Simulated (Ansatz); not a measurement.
System: C$_{2}$H$_{8}$Ge (GeEtH3) (charge +1, doublet).

```xyz
11

Ge   -0.3182   -0.4363   -1.6505
C    -0.2611   -0.3984    0.6750
C     0.5306    0.7587    1.1181
H     0.1806   -1.4039    0.7475
H    -1.3575   -0.3582    0.7644
H     0.5094    0.7170    2.2393
H     1.5962    0.7071    0.8469
H     0.0908    1.7337    0.8577
H     1.1873   -0.5010   -1.9095
H    -1.0247    0.9005   -1.8777
H    -1.1335   -1.7193   -1.8112
```

Geometry: B3LYP-D4/def2-SVP.

These are results of UKS PBE0-D4/def2-TZVP (Ansatz), not measurements.

Q: What can the converged electron density, electron localisation function and spin density tell about the bonding?

A: C–C (1.47 Å): ρ is about 1.8 e/Å³ halfway; the ELF peaks at about 0.95 between the atoms, as expected for localised, covalent bonding.
C–Ge (2.33 Å): ρ at the midpoint is about 0.37 e/Å³; the ELF peaks at about 0.75 in the valence shell of C, 0.8 Å from its nucleus, and is about 0.55 at the midpoint.
C–H (1.12 Å): ρ is about 1.8 e/Å³ halfway; the ELF climbs to about 1 towards the hydrogen, as it does in any bond to H: an ordinary covalent bond to hydrogen.
Ge–H (1.53 Å): ρ is about 1.1 e/Å³ halfway; the ELF climbs to about 1 towards the hydrogen.
The unpaired spin (1 electron) lies mostly on C2 (about 0.4), Ge1 (about 0.3), C3 (about 0.1) and H6 (about 0.1), in electrons by Hirshfeld's partition.

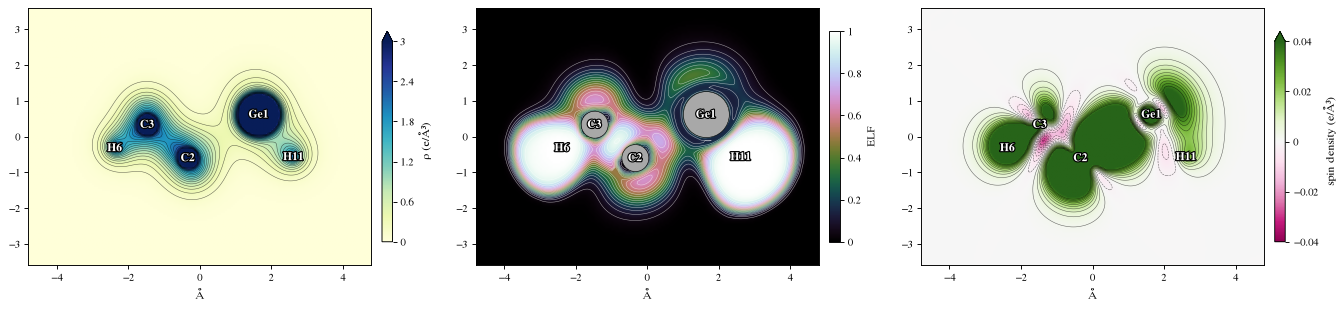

Computed electron density, electron localisation function and spin density on the plane of atoms Ge1, C2 and C3, in this order. Grey discs cover the atomic cores in the ELF map. 
